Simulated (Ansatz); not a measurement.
# C2H6GaNS (SMILES C[N]1C[S][GaH]1): what the fields show

```xyz
11

C    -1.1177   -0.1998    0.9371
N    -0.1347   -0.0936   -0.0986
C     1.1091    0.5722    0.2065
S     2.0728    0.4949   -1.3595
Ga    0.1758   -0.5276   -1.8460
H    -0.7429   -0.7599    1.8057
H    -1.4456    0.7858    1.2973
H    -1.9990   -0.7236    0.5624
H     0.9717    1.6243    0.4881
H     1.6782    0.0701    0.9996
H    -0.5677   -1.2429   -2.9925
```

Geometry: PBE0-D4/def2-TZVP.

All numbers below come from RKS PBE0-D4/def2-TZVPP in Ansatz.

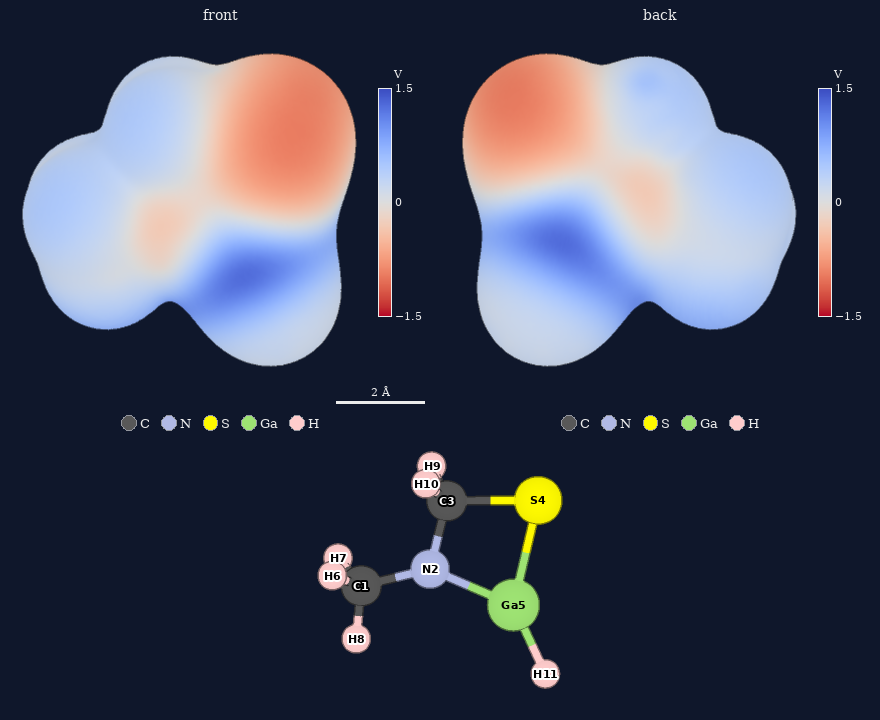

Figure 1. The molecular electrostatic potential painted on the density surface at 0.001 e/bohr³, seen from the front and from behind; the colour scale runs from red (negative) to blue (positive). The bare structure is drawn below in the same view.

Which sites attract a positive test charge, and which a negative one?

Answer. A positive charge is drawn to the negative regions and a negative charge to the positive ones. The most negative region (about −0.9 V) lies over S4, the most positive (about +1.2 V) over Ga5.

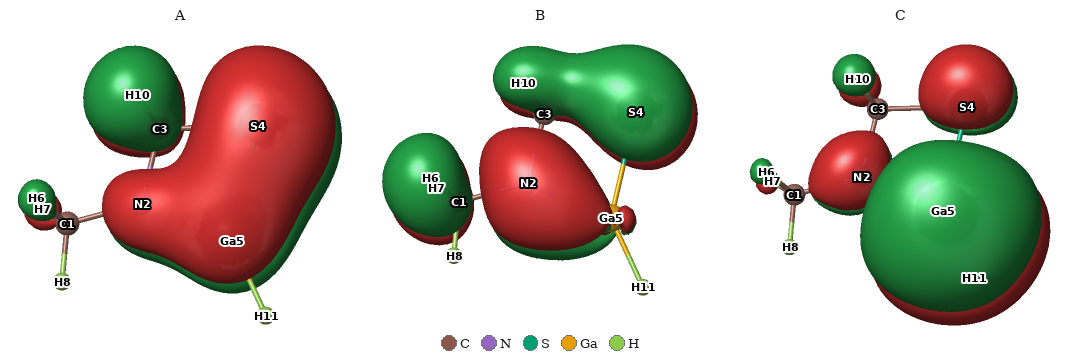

Figure 2. Three frontier orbitals at ±0.06 Å⁻³ᐟ² (green and red are the two phases), in no order.

Order the three orbitals by energy and name them.

Answer. A is the HOMO−1 (−6.86 eV). By Hirshfeld shares it lies mainly on S4 (about 60 %), Ga5 (about 15 %), C3 (about 10 %) and N2 (about 5 %). B is the HOMO (−6.41 eV). Its weight (Hirshfeld) is mainly on N2 (about 45 %), S4 (about 20 %), Ga5 (about 10 %) and C1 (about 10 %). C is the LUMO (−0.69 eV). It lies mainly on Ga5 (about 70 %), S4 (about 10 %), N2 (about 10 %) and H11 (about 5 %).

What is the HOMO–LUMO gap?

Answer. 5.72 eV between the orbital energies.

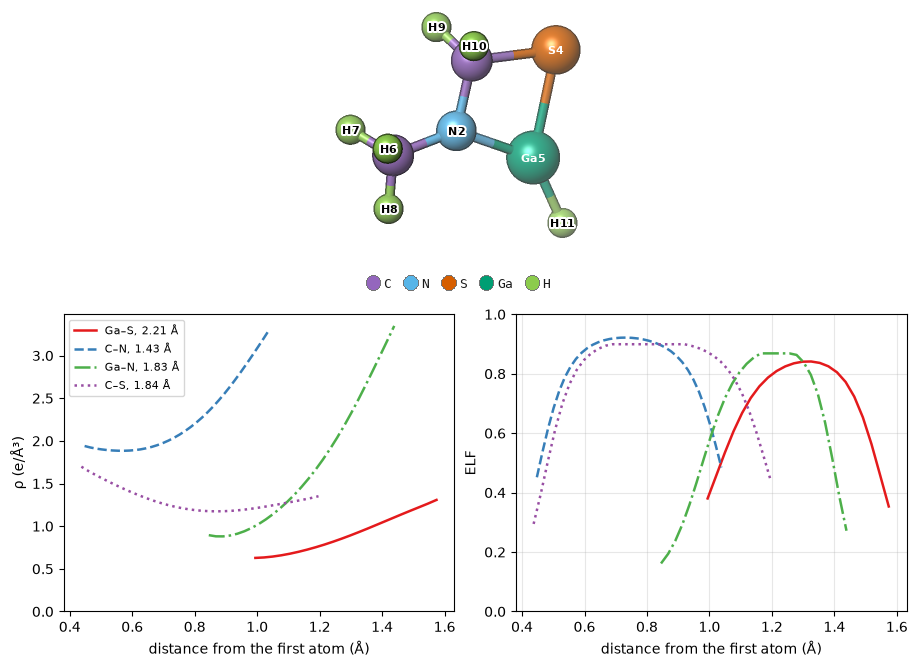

Figure 3. Total electron density and electron localisation function along straight lines between neighbouring atoms. The curves leave out the atomic cores. The structure is drawn too.

Compare the contacts.

Answer. Ga–S (2.21 Å): ρ is about 0.68 e/Å³ halfway; the ELF peaks at about 0.85 in the valence shell of S, 0.9 Å from its nucleus, and is about 0.65 at the midpoint.
C–N (1.43 Å): ρ is about 2 e/Å³ halfway; the ELF peaks at about 0.90 between the atoms (localised, covalent bonding).
Ga–N (1.83 Å): the density is about 0.89 e/Å³ at the midpoint; the ELF peaks at about 0.85 in the valence shell of N, 0.7 Å from its nucleus, and is about 0.30 at the midpoint.
C–S (1.84 Å): ρ at the midpoint is about 1.2 e/Å³; the ELF peaks at about 0.90 between the atoms (localised, covalent bonding).
